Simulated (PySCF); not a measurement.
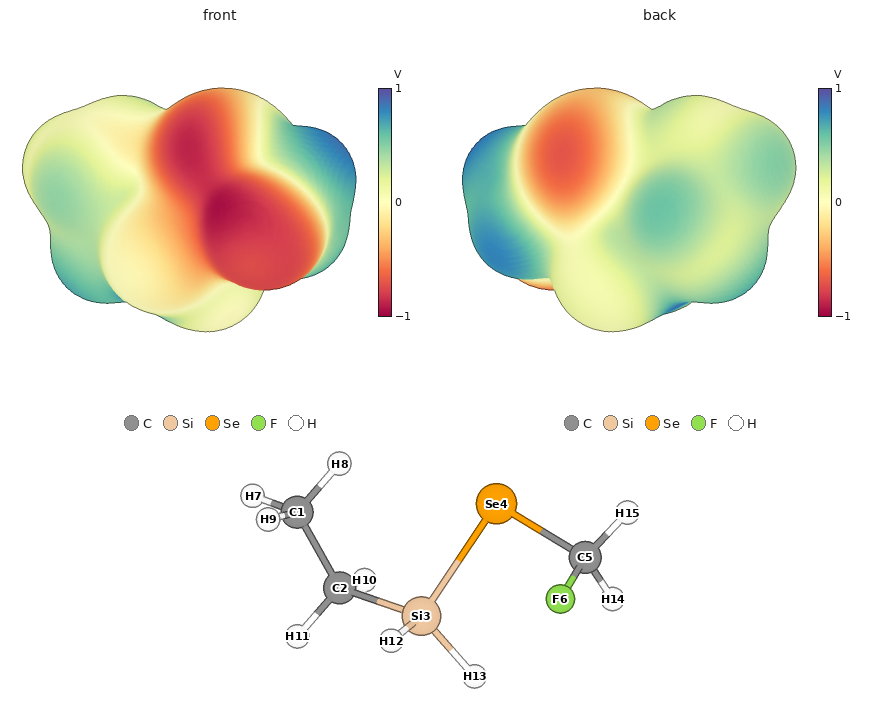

Figure 1: C3H9FSeSi (SMILES CC[SiH2][Se]CF). The molecular electrostatic potential painted on the density surface at 0.001 e/bohr³, seen from the front and from behind; the colour scale runs from red (negative) to blue (positive). The bare structure is drawn below in the same view.

Geometry: GFN2-xTB.

Theory: PySCF 2.14.0, PBE0/def2-SVPD, SCF density, gas phase.

```xyz
15

C    -2.3576    0.5126   -0.2272
C    -1.6011   -0.6699   -0.8208
Si    0.1664   -0.8158   -0.1377
Se    1.1064    1.2779   -0.3384
C     2.9441    0.6973   -0.0057
F     3.0380    0.0361    1.1761
H    -3.3476    0.6030   -0.6701
H    -1.8131    1.4397   -0.4158
H    -2.4730    0.3992    0.8485
H    -1.5654   -0.5628   -1.9061
H    -2.1396   -1.5940   -0.6135
H     0.1978   -1.1887    1.2768
H     0.9943   -1.7266   -0.9356
H     3.2651    0.0164   -0.7991
H     3.5807    1.5837    0.0412
```

Question: Which sites attract a positive test charge, and which a negative one?

Answer: A positive charge is drawn to the negative regions and a negative charge to the positive ones. The most negative region (about −0.9 V, or −21 kcal/mol for a unit charge) lies over F6, the most positive (about +0.9 V, or +21 kcal/mol for a unit charge) over Si3, H14 and H15.

Question: How polar is the molecule by this calculation?

Answer: Its dipole moment is 1.49 D.
